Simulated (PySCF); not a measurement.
Molecule: B(Cl)2(Et), C₂H₅BCl₂, SMILES CCB(Cl)Cl, singlet. Atoms near the plane z = 1.2 Å, at the PBE0/def2-SVP optimised geometry (x, y, z in Å): B1 (-1.2, -0.2, 0.0), Cl2 (-2.2, 1.3, 0.0), Cl3 (-2.1, -1.7, 0.0), C4 (0.3, -0.2, 0.0), C5 (1.1, 1.1, 0.0), H7 (0.7, -0.8, 0.9), H8 (0.8, 1.7, 0.8), H10 (2.2, 1.0, 0.0).

Method: PBE0/def2-TZVP in PySCF. The values are rescaled to run from 0 to 1.

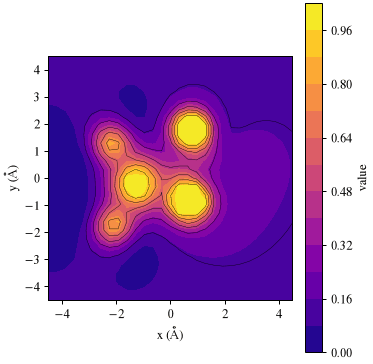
a field on the plane z = 1.2 Å.

Q: Which quantity is mapped?
A) electrostatic potential
B) deformation density (molecule minus spherical neutral atoms)
C) log10 of the electron density
D) an orbital amplitude

A: A, electrostatic potential. In full: electrostatic potential (hartree/e), clipped to [-0.08, 0.12].
